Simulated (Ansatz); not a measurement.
## Single-point calculation, with input and output: Si$_{2}$NH$_{7}$O

- system: Si$_{2}$NH$_{7}$O
- method: RKS PBE0-D4/def2-TZVPP (Ansatz 0.2.0)

The geometry is the product side of a reaction. The reaction was set up to form N2–H4 and to break Si1–N2 and O3–H4 (atoms counted from 1 in the order of the input); sticks are drawn by distance alone. The geometry comes from this level: PBE0-D4/def2-TZVP.

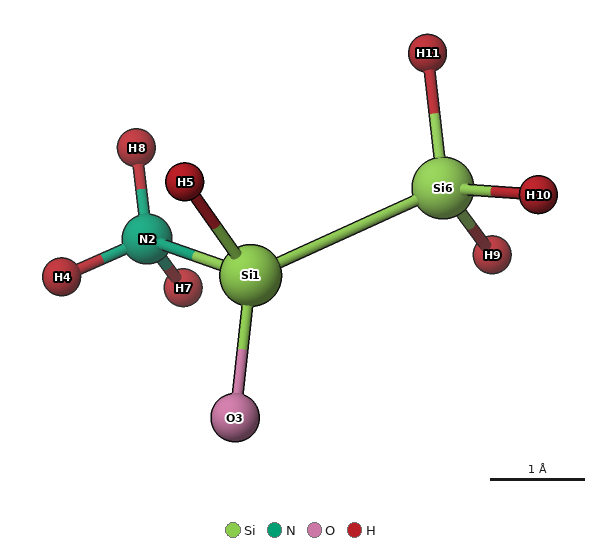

**Figure 1.** The structure (ball-and-stick view, seen at a tilt; atoms are numbered from 1 in the order of the input). Bond lengths as drawn: H–N 1.02 Å, H–Si 1.49 to 1.50 Å, N–Si 1.98 Å, O–Si 1.54 Å and Si–Si 2.36 Å.

### Summary

| quantity | value |
| --- | --- |
| outcome | converged |
| total energy | −19398.7186 eV |
| mean-field energy | −19398.5246 eV |
| dispersion energy | −0.1940 eV |
| SCF solution under orbital rotations | stable |
| HOMO | −6.47 eV |
| LUMO | −0.69 eV |
| hardware | 4 threads of Arm Neoverse V1, 23 GiB of memory available, shared host |
| wall time | 2.6 s (CPU time 9.4 s) |
| peak memory | 0.56 GiB |

### The input
```yaml
crystal:
  periodic: [false, false, false]
  atoms:
    - {symbol: Si, position_ang: [-0.758297, 0.319879, -0.650514]}
    - {symbol: N, position_ang: [0.657991, 1.474522, 0.116469]}
    - {symbol: O, position_ang: [-0.626316, 0.566861, -2.160474]}
    - {symbol: H, position_ang: [0.487077, 2.397586, -0.276165]}
    - {symbol: H, position_ang: [-1.860503, 0.921485, 0.176841]}
    - {symbol: Si, position_ang: [-0.149135, -1.747545, 0.308446]}
    - {symbol: H, position_ang: [1.553739, 1.158124, -0.245232]}
    - {symbol: H, position_ang: [0.708685, 1.543891, 1.129373]}
    - {symbol: H, position_ang: [1.200085, -2.173285, -0.162834]}
    - {symbol: H, position_ang: [-1.130553, -2.809751, -0.035698]}
    - {symbol: H, position_ang: [-0.082873, -1.651666, 1.799788]}
basis:
  gaussian: {orbitals: def2-TZVPP}
hamiltonian: {xc: pbe0, dispersion: d4}
output: {orbitals: {seedname: orbitals}}
```

Launch command:
```bash
ansatz run in.yaml --threads 4 --pin off --events-out ev --progress --plain --max-ram 9574MiB
```

### Output
```
Functional definition: PBE0
  name "PBE0"
  cite "Adamo & Barone, J. Chem. Phys. 110, 6158 (1999) doi:10.1063/1.478522"
  cite "Perdew, Burke & Ernzerhof, Phys. Rev. Lett. 77, 3865 (1996) doi:10.1103/PhysRevLett.77.3865"
  parent pbe
  parameter a = 0.25
  parameter kappa = 0.804
  parameter beta = 0.06672455060314922
  exchange = (1 - a)*pbe_x(kappa = kappa, mu = beta*pi^2/3) + a*exact_x
  correlation = pbe_c(beta = beta)
1301 factors; their error is unknown
mean field evaluation 1: about -19387.9173 eV, gradient 7.7e1 eV
mean field evaluation 2: about -19296.9989 eV, gradient 1.9e2 eV
mean field evaluation 4: about -19397.9713 eV, gradient 1.8e1 eV
mean field evaluation 8: about -19398.4859 eV, gradient 2.8e-1 eV
mean field evaluation 16: about -19398.5246 eV, gradient 7.1e-5 eV
mean field -19398.52457098 eV, -712.8826291912 hartree, gradient 7.1e-5 eV, S^2 0.000000; 0 other end points of the search recorded, 0 dependent functions left out
reference -19398.52460557 eV, -712.8826304626 hartree; 25, 25 occupied and 219, 219 virtual orbitals, 1301 factors
Total energy: -19398.71856368 eV, -712.8897582914 hartree
```

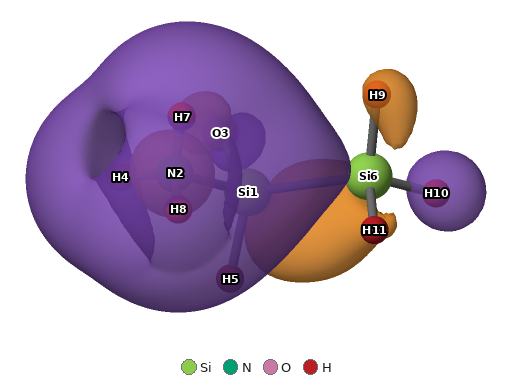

**Figure 2.** The LUMO at ±0.08 Å⁻³ᐟ² (orange and purple are the two phases), seen from the side. It lies mainly on H8 (15 %), Si1 (15 %), H7 (15 %), Si6 (15 %) and N2 (15 %). Its energy is −0.69 eV.

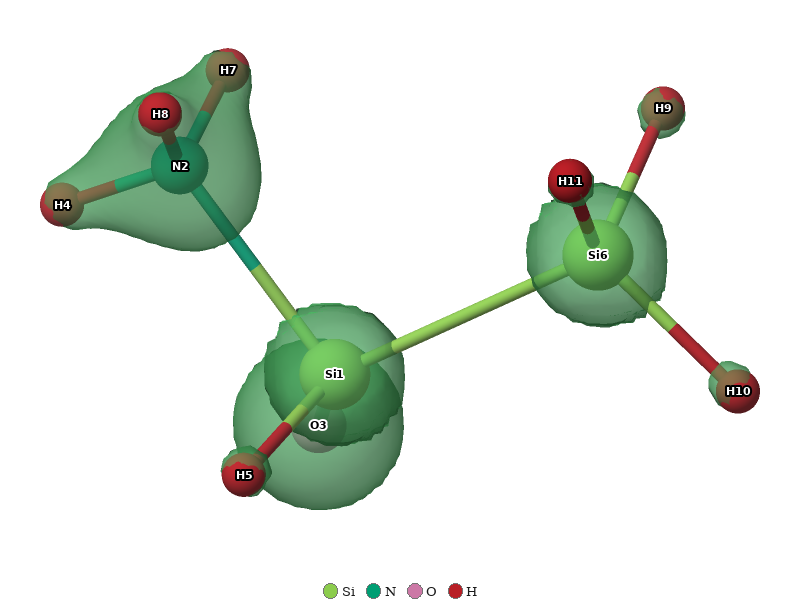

**Figure 3.** Isosurface of the total electron density at 1.5 e/Å³ (green), seen at a tilt. At this value the surface falls into eight separate pieces. It is pinched off along the Si–O (1.54 Å), Si–N (1.98 Å) and Si–Si (2.36 Å) contacts. On the grid the lowest density along these lines, outside the cores, is 1.3 e/Å³ (Si–O, 1.54 Å), 0.5 e/Å³ (Si–N, 1.98 Å), 0.64 e/Å³ (Si–Si, 2.36 Å) and 2.3 e/Å³ (N–H, 1.02 Å).

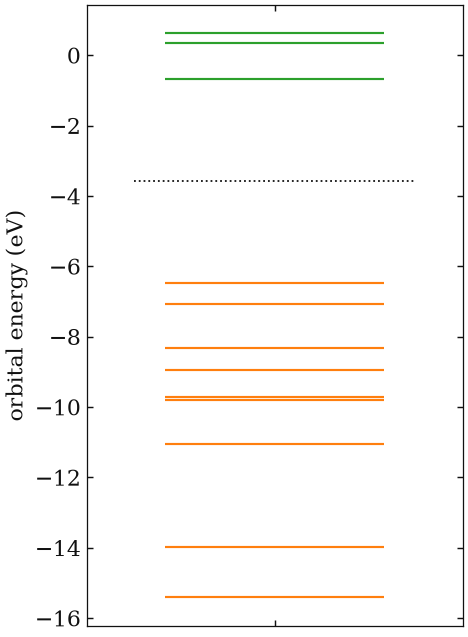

**Figure 4.** Orbital energies near the frontier; the dotted line parts filled from empty levels, and levels within 0.02 eV of each other stand side by side. Highest filled −6.47 eV, lowest empty −0.69 eV, 5.78 eV apart.
